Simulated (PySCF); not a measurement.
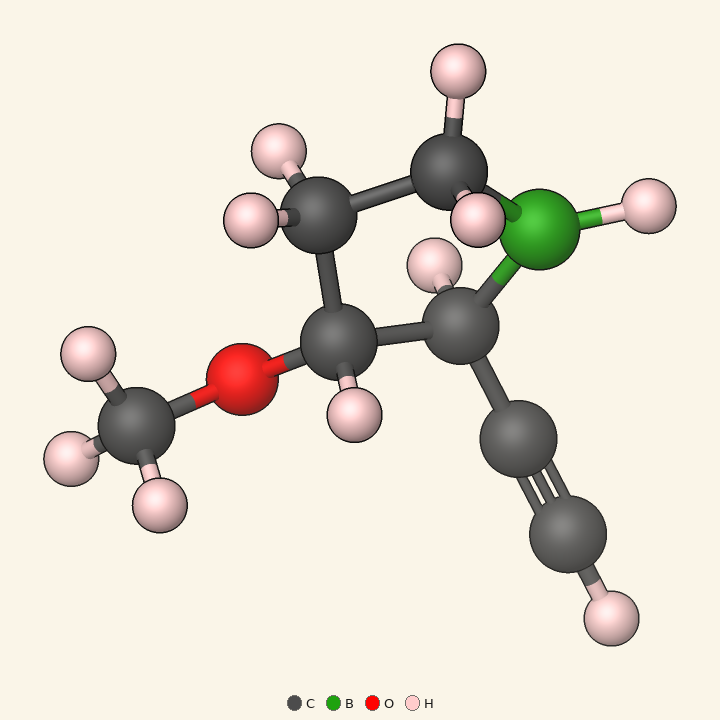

Ball-and-stick drawing of a structure.

The geometry was computed by an optimisation with PBE0-D3(BJ)/def2-SVP. No frequency run is at hand to confirm it as a minimum.

Which formula does it have?

Answer. C7H11BO, 20 atoms: 7 carbon, 11 hydrogen, 1 boron and 1 oxygen.

Name some functional groups or characteristic bonds that it holds.

Answer. Among them: ether, alkyne, B–H bond.

Give a SMILES string for it.

Answer. C#C[C@@H]1BCC[C@H]1OC

The parts below concern this one geometry. Atoms keep their numbers from picture to picture.

### Geometry

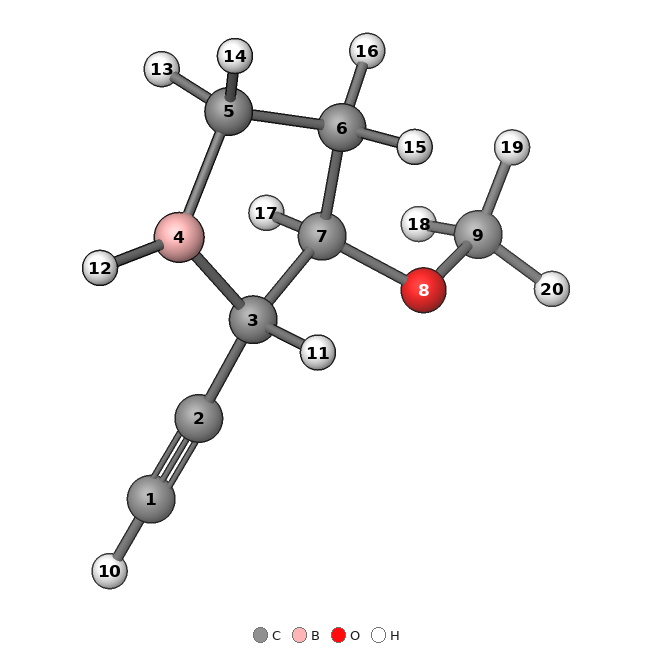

Atoms carry their numbers in the input. No frequency run is at hand to confirm it as a minimum.

Which atoms are bonded, and how long are the bonds? Leave out bonds to hydrogen.

```json
{"bond": "C1–C2", "length (Å)": "1.212", "order": "triple"}
{"bond": "C2–C3", "length (Å)": "1.448", "order": "single"}
{"bond": "C3–B4", "length (Å)": "1.576", "order": "single"}
{"bond": "C3–C7", "length (Å)": "1.538", "order": "single"}
{"bond": "B4–C5", "length (Å)": "1.565", "order": "single"}
{"bond": "C5–C6", "length (Å)": "1.531", "order": "single"}
{"bond": "C6–C7", "length (Å)": "1.535", "order": "single"}
{"bond": "C7–O8", "length (Å)": "1.396", "order": "single"}
{"bond": "O8–C9", "length (Å)": "1.394", "order": "single"}
```

### Core levels

No frequency run is at hand to confirm it as a minimum. Method: delta-SCF UKS SCAN, pcX-2 on the ionised atom, pcseg-1 elsewhere, spin-free X2C (PySCF 2.14.0).

Give the core-electron binding energies (to vacuum) of C1 1s, C2 1s, C3 1s, B4 1s, C5 1s, C6 1s, C7 1s, O8 1s, C9 1s.

```
atom  level  binding energy (eV)
  C1     1s                289.7
  C2     1s                290.4
  C3     1s                290.7
  B4     1s                195.6
  C5     1s                290.3
  C6     1s                290.5
  C7     1s                291.9
  O8     1s                538.2
  C9     1s                292.1
```

### Electronic properties

No frequency run is at hand to confirm it as a minimum. Properties computed with PBE0/pcSseg-1 in tetrahydrofuran (IEF-PCM) (PySCF 2.14.0).

What does the calculation give?

- dipole moment: 2.73 D
- HOMO energy (Kohn–Sham orbital): −7.28 eV
- LUMO energy (Kohn–Sham orbital): −0.93 eV
- HOMO–LUMO gap: 6.35 eV

### NMR shielding

The questions are on isotropic NMR shieldings of the C atoms. No frequency run is at hand to confirm it as a minimum. Properties computed with GIAO PBE0/pcSseg-1 NMR shielding, non-relativistic, gas phase (PySCF 2.14.0).

Which C atom is the most shielded (lowest chemical shift)?

Answer. C5 (155.4 ppm).

Which C atom is the least shielded (highest chemical shift)?

Answer. C7 (94.6 ppm).

How wide is the range of C shifts?

Answer. 60.8 ppm.

Give the isotropic NMR shieldings of the C atoms atom by atom.

| atom | σ (ppm) |
| --- | --- |
| C1 | 109.8 |
| C2 | 98.6 |
| C3 | 137.9 |
| C5 | 155.4 |
| C6 | 154.0 |
| C7 | 94.6 |
| C9 | 125.8 |
